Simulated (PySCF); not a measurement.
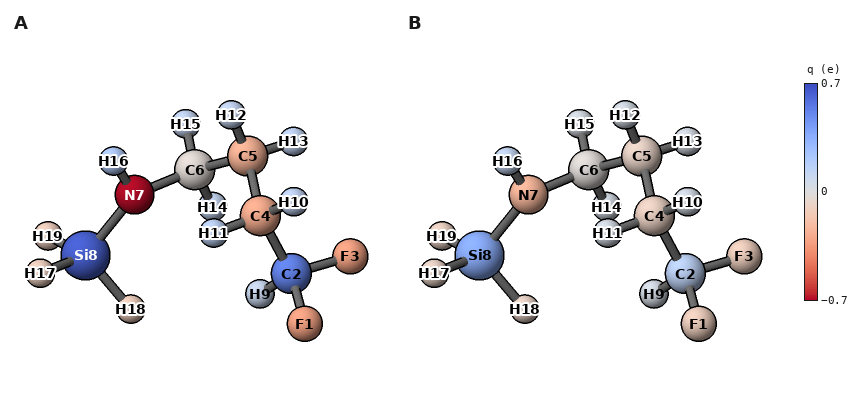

Atomic charges of one calculation by 2 schemes, on one colour scale. The geometry was computed by an optimisation with GFN2-xTB. No frequency run is at hand to confirm it as a minimum. Method: PBE0/pcSseg-1 (PySCF 2.14.0).

The schemes are Hirshfeld, Mulliken. Which panel shows which?

Answer. A Mulliken, B Hirshfeld.

List the charges (e), one line for each set of equivalent atoms.

```json
{"atom": "F1", "Mulliken": "−0.31", "Hirshfeld": "−0.11"}
{"atom": "C2", "Mulliken": "0.51", "Hirshfeld": "0.15"}
{"atom": "F3", "Mulliken": "−0.31", "Hirshfeld": "−0.11"}
{"atom": "C4", "Mulliken": "−0.27", "Hirshfeld": "−0.09"}
{"atom": "C5", "Mulliken": "−0.25", "Hirshfeld": "−0.07"}
{"atom": "C6", "Mulliken": "−0.03", "Hirshfeld": "−0.02"}
{"atom": "N7", "Mulliken": "−0.69", "Hirshfeld": "−0.23"}
{"atom": "Si8", "Mulliken": "0.62", "Hirshfeld": "0.35"}
{"atom": "H9", "Mulliken": "0.09", "Hirshfeld": "0.04"}
{"atom": "H10", "Mulliken": "0.14", "Hirshfeld": "0.04"}
{"atom": "H11", "Mulliken": "0.14", "Hirshfeld": "0.04"}
{"atom": "H12", "Mulliken": "0.12", "Hirshfeld": "0.04"}
{"atom": "H13", "Mulliken": "0.13", "Hirshfeld": "0.04"}
{"atom": "H14", "Mulliken": "0.12", "Hirshfeld": "0.04"}
{"atom": "H15", "Mulliken": "0.12", "Hirshfeld": "0.04"}
{"atom": "H16", "Mulliken": "0.19", "Hirshfeld": "0.12"}
{"atom": "H17", "Mulliken": "−0.11", "Hirshfeld": "−0.08"}
{"atom": "H18", "Mulliken": "−0.12", "Hirshfeld": "−0.08"}
{"atom": "H19", "Mulliken": "−0.11", "Hirshfeld": "−0.09"}
```

The geometry is semi-empirical. Around Si such bond lengths and angles can be off by a tenth of an ångström or more and by several degrees, and values that hang on the shape move with them.
